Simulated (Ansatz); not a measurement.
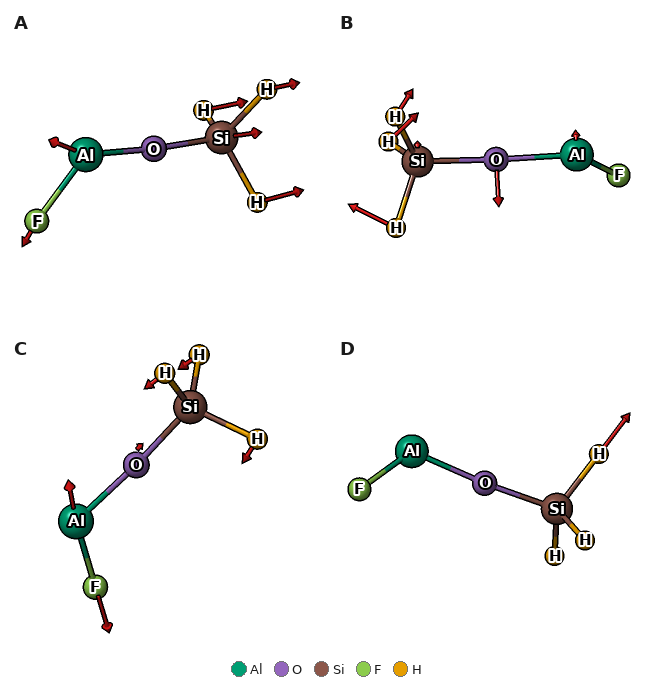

4 normal modes of one molecule or complex, as arrows. The species is neutral and a spin doublet. Harmonic vibrations computed with UKS PBE0-D4/def2-TZVP (Ansatz 0.2.0) at a stationary point of the same level.

### Match the panels to the wavenumbers 82 cm⁻¹, 538 cm⁻¹, 833 cm⁻¹, 2221 cm⁻¹.

A: 538 cm⁻¹
B: 82 cm⁻¹
C: 833 cm⁻¹, Al–F stretching
D: 2221 cm⁻¹, Si–H stretching
